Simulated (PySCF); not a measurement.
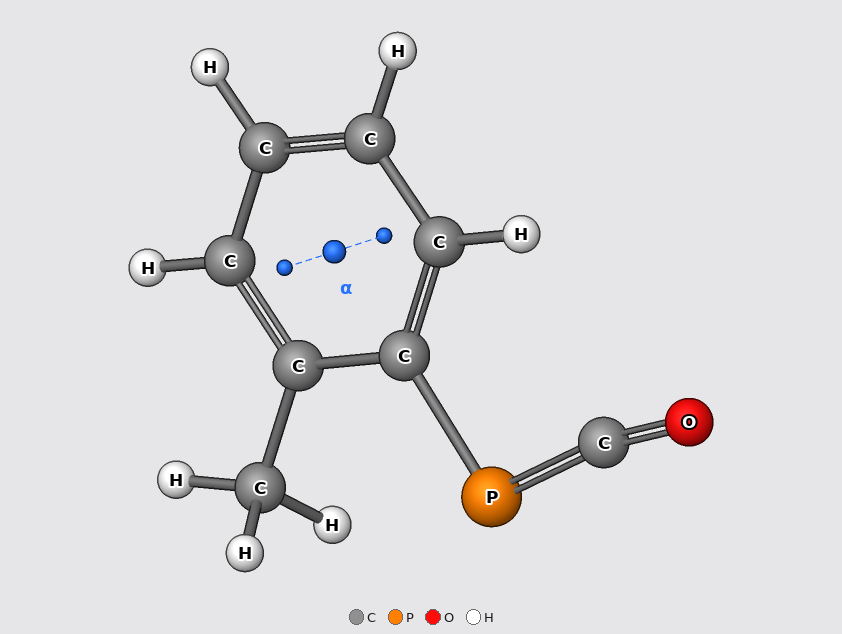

The small points mark where nucleus-independent chemical shifts (NICS) were computed: at the centre of each lettered ring and 1 Å above and below it. Computed geometry: GFN2-xTB optimisation. No frequency run is at hand to confirm it as a minimum. Method: GIAO PBE0/pcSseg-1 NMR shielding, non-relativistic, gas phase (PySCF 2.14.0).

Give NICS(0), NICS(1) and the out-of-plane component NICS(1)zz for each ring (means of the two sides).

```json
{"ring": "α", "members": "C6", "NICS(0)": "−7.6", "NICS(1)": "−10.5", "NICS(1)zz": "−25.8"}
```

Values in ppm.

> What do the values say about the ring currents?

Ring α: diatropic, as in an aromatic ring. NICS is one index among several.

The geometry is semi-empirical. Around P such bond lengths and angles can be off by a tenth of an ångström or more and by several degrees, and values that hang on the shape move with them.
